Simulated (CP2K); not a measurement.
# C2H4BN (SMILES [H]/N=C1/BC1) at PM6

Aim: the energy difference between two shapes of C2H4BN at PM6, from 2 runs. 

Program for the calculation: CP2K 2026.2.

2 further runs of the same task are left out: 1 that didn't finish, 1 set aside as unsound or not needed.

### Step 1. Starting point

The species is C2H4BN (8 atoms), meant as a singlet with charge 0. As SMILES, `[H]/N=C1/BC1`. The coordinates come from a GFN2-xTB relaxation.

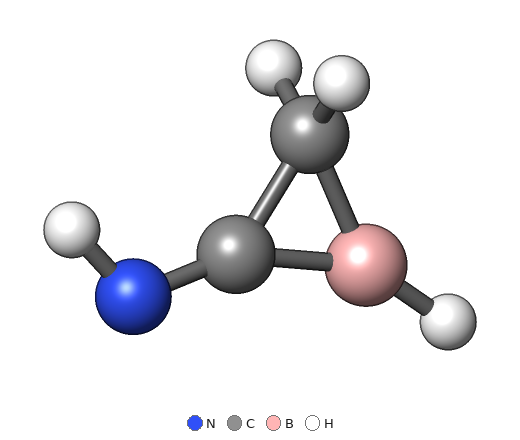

The structure, seen from a chosen angle (nitrogen blue, carbon grey, boron pink, hydrogen white).

### Step 2. A single-point energy at PM6

File molecule.xyz:

```xyz
8

N     -0.670960     1.510480    -0.800880
C     -0.081780     0.622290    -0.141390
B      0.919280     0.104870     0.865270
C     -0.009130    -0.857900     0.074660
H     -1.388340     1.174520    -1.450890
H      1.744620     0.246450     1.658710
H      0.347680    -1.464100    -0.750870
H     -0.861370    -1.336610     0.545400
```

File mol.inp:

```
&GLOBAL
    PROJECT mol
    RUN_TYPE ENERGY
    PRINT_LEVEL MEDIUM
&END GLOBAL

&FORCE_EVAL
    METHOD Quickstep
    &DFT
        &QS
            METHOD PM6
            EPS_DEFAULT 1.0E-10
            &SE
                &COULOMB
                    CUTOFF [angstrom] 50
                    RC_RANGE [angstrom] 0
                &END COULOMB
                &EXCHANGE
                    CUTOFF [angstrom] 50
                    RC_RANGE [angstrom] 0
                &END EXCHANGE
            &END SE
        &END QS
        &POISSON
            PERIODIC NONE
            POISSON_SOLVER ANALYTIC
        &END POISSON
        &SCF
            SCF_GUESS ATOMIC
            EPS_SCF 1.0E-06
            MAX_SCF 100
            ADDED_MOS 8
            &DIAGONALIZATION
                ALGORITHM STANDARD
            &END DIAGONALIZATION
            &MIXING
                METHOD DIRECT_P_MIXING
                ALPHA 0.4
            &END MIXING
        &END SCF
        &PRINT
            &MOMENTS
                PERIODIC F
                REFERENCE COM
                MAX_MOMENT 1
            &END MOMENTS
            &MO ON
                ENERGIES T
                OCCUPATION_NUMBERS T
                NDIGITS 6
                &EACH
                    QS_SCF 0
                &END EACH
                ADD_LAST NUMERIC
            &END MO
            &HIRSHFELD OFF
            &END HIRSHFELD
        &END PRINT
    &END DFT
    &SUBSYS
        &CELL
            ABC 19.1 19 19.1
            PERIODIC NONE
        &END CELL
        &TOPOLOGY
            COORD_FILE_NAME molecule.xyz
            COORD_FILE_FORMAT XYZ
            &CENTER_COORDINATES
            &END CENTER_COORDINATES
        &END TOPOLOGY
    &END SUBSYS
&END FORCE_EVAL
```

The run is started by

```bash
OMP_NUM_THREADS=1 cp2k.psmp -i mol.inp -o mol.out
```

The log of the run, shortened:

```text
CP2K| version string:                                       CP2K version 2026.2
[...]
 GLOBAL| Method name                                                        CP2K
[...]
 GLOBAL| Run type                                                         ENERGY
[...]
                             - Atoms:                                          8
[...]
                             - Spherical basis functions:                     20
[...]
 Number of electrons:                                                         20
[...]
     1 P_Mix/Diag. 0.40E+00    0.0     0.72658016       -13.8349822828 -1.38E+01
[...]
    16 DIIS/Diag.  0.15E-06    0.0     0.00000092       -19.5324105799 -1.33E-11
  *** SCF run converged in    16 steps ***
  Core-core repulsion energy [eV]:                           1092.55404950610910
  Core Hamiltonian energy [eV]:                              -844.50785587027929
  Two-electron integral energy [eV]:                        -1559.10023113689635
  Electronic energy [eV]:                                   -1624.05797143872746
  Total energy [eV]:                                         -531.50392193261860
  Atomic reference energy [eV]:                               534.52218026283765
  Heat of formation [kcal/mol]:                                69.60269610765368
[...]
 SE_DIPOLE| Moment [Debye]         -0.29461951       2.23389825      -0.52190211
 SE_DIPOLE| Derivative [a.u.]       0.00000000       0.00000000       0.00000000
 ENERGY| Total FORCE_EVAL ( QS ) energy [hartree]            -19.532410579866863
[...]
```

Wall time 0.22 s (1 thread of Arm Neoverse V2, shared host).

### Step 3. The distorted shape

Changes to molecule.xyz since step 2:

```diff
@@ -4,3 +4,3 @@
 C     -0.081780     0.622290    -0.141390
-B      0.919280     0.104870     0.865270
+B      1.012149     0.201176     0.944355
 C     -0.009130    -0.857900     0.074660
```

File calc.inp:

```
&FORCE_EVAL
 METHOD QUICKSTEP
 &DFT
  &QS
   METHOD PM6
   EPS_DEFAULT 1.0E-10
   &SE
    &COULOMB
     CUTOFF [angstrom] 50
     RC_RANGE [angstrom] 0
    &END
    &EXCHANGE
     CUTOFF [angstrom] 50
     RC_RANGE [angstrom] 0
    &END
   &END
  &END
  &POISSON
   PERIODIC NONE
   POISSON_SOLVER ANALYTIC
  &END
  &SCF
   SCF_GUESS ATOMIC
   EPS_SCF 1.0E-06
   MAX_SCF 100
   ADDED_MOS 8
   &DIAGONALIZATION
    ALGORITHM STANDARD
   &END
   &MIXING
    METHOD DIRECT_P_MIXING
    ALPHA 0.4
   &END
  &END
  &PRINT
   &MOMENTS
    PERIODIC F
    REFERENCE COM
    MAX_MOMENT 1
   &END
   &MO ON
    ENERGIES T
    OCCUPATION_NUMBERS T
    NDIGITS 6
    &EACH
     QS_SCF 0
    &END
    ADD_LAST NUMERIC
   &END
   &HIRSHFELD OFF
   &END
  &END
 &END
 &SUBSYS
  &CELL
   ABC 19.1 19 19.1
   PERIODIC NONE
  &END
  &TOPOLOGY
   COORD_FILE_NAME molecule.xyz
   COORD_FILE_FORMAT XYZ
   &CENTER_COORDINATES
   &END
  &END
 &END
&END

&GLOBAL
 PROJECT calc
 RUN_TYPE ENERGY
 PRINT_LEVEL MEDIUM
&END
```

The run is started by

```bash
OMP_NUM_THREADS=1 cp2k.psmp -i calc.inp -o calc.out
```

The log of the run, shortened:

```text
CP2K| version string:                                       CP2K version 2026.2
[...]
 GLOBAL| Method name                                                        CP2K
[...]
 GLOBAL| Run type                                                         ENERGY
[...]
                             - Atoms:                                          8
[...]
                             - Spherical basis functions:                     20
[...]
 Number of electrons:                                                         20
[...]
     1 P_Mix/Diag. 0.40E+00    0.0     0.75330605       -13.8642489606 -1.39E+01
[...]
    16 DIIS/Diag.  0.12E-06    0.0     0.00000029       -19.5105876701 -6.33E-12
  *** SCF run converged in    16 steps ***
  Core-core repulsion energy [eV]:                           1083.02181050918830
  Core Hamiltonian energy [eV]:                              -843.89569173939844
  Two-electron integral energy [eV]:                        -1540.07241825750248
  Electronic energy [eV]:                                   -1613.93190086814957
  Total energy [eV]:                                         -530.91009035896138
  Atomic reference energy [eV]:                               534.52218026283765
  Heat of formation [kcal/mol]:                                83.29677860104661
[...]
 SE_DIPOLE| Moment [Debye]         -0.69570447       1.88958235      -0.86390149
 SE_DIPOLE| Derivative [a.u.]       0.00000000       0.00000000       0.00000000
 ENERGY| Total FORCE_EVAL ( QS ) energy [hartree]            -19.510587670132189
[...]
```

Wall time 0.22 s (1 thread of Arm Neoverse V2, shared host).

### Step 4. Results

At PM6:

```
                              quantity          value
             first shape: total energy   -19.53241 Eh
            first shape: dipole moment         2.31 D
              first shape: HOMO energy       -9.40 eV
              first shape: LUMO energy       -0.72 eV
            first shape: HOMO–LUMO gap        8.68 eV
        first shape: heat of formation  69.6 kcal/mol
         distorted shape: total energy   -19.51059 Eh
        distorted shape: dipole moment         2.19 D
          distorted shape: HOMO energy       -9.34 eV
          distorted shape: LUMO energy       -0.70 eV
        distorted shape: HOMO–LUMO gap        8.64 eV
    distorted shape: heat of formation  83.3 kcal/mol
energy change with the atoms displaced       0.594 eV
```

With the atoms displaced the energy rises by 0.59 eV (13.7 kcal/mol). The first shape isn't relaxed at this level, so the change isn't measured from a minimum.
